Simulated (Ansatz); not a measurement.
NiO (rock salt)

```xyz
2
Lattice="0.0000 2.1079 2.1079 2.1079 0.0000 2.1079 2.1079 2.1079 0.0000" Properties=species:S:1:pos:R:3 pbc="T T T"
O      0.0000     0.0000     0.0000
Ni     2.1079     2.1079     2.1079
```

Two-dimensional scan of atom 1 (O, nearest neighbour Ni at 2.108 Å; its periodic images, 3.0 Å or more away, move with it): u runs along (0.707, 0.707, 0.000), v along (0.000, 0.000, 1.000) (Cartesian). Cell and other atoms are fixed.

The numbers are results of PBE (plane waves to 420 eV, PAW, scalar-relativistic; Ansatz, a quantum-chemistry and plane-wave program), not measurements. k mesh 15×15×15 (Γ-centred), Fermi-Dirac smearing 0.05 eV. Energies are smeared free energies. The magnetisation changes by over a third across the map, so nothing is fitted. With partly filled bands, energies and forces of such displacements shift with the k mesh and the smearing. NiO is run spin-polarised and with no Hubbard U; the real compound is an antiferromagnetic insulator, a state that this run doesn't describe. NiO was relaxed with its symmetry unable to fall. Relaxed NiO ends ferromagnetic. The magnetic order is the one the run started from; other orders were not tried. The zero of ΔE is the undisplaced structure. Axes are in Å.

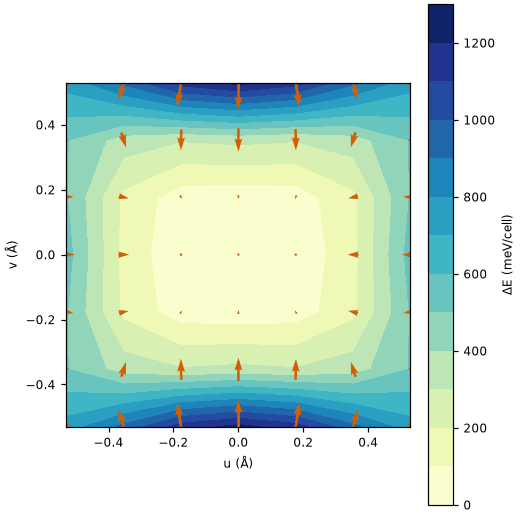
ΔE (meV/cell) over the plane, with arrows for the in-plane force on the moved atom.

Lowest place on the grid: u = 0.000 Å, v = 0.000 Å (0 meV/cell). Highest place on the grid, met at several equal points: u = 0.000 Å, v = -0.530 Å; u = 0.000 Å, v = 0.530 Å (1232 meV/cell).

(For displaced atoms, the force is minus the slope of the energy, and its curvature is a force constant, which sets phonon frequencies.)
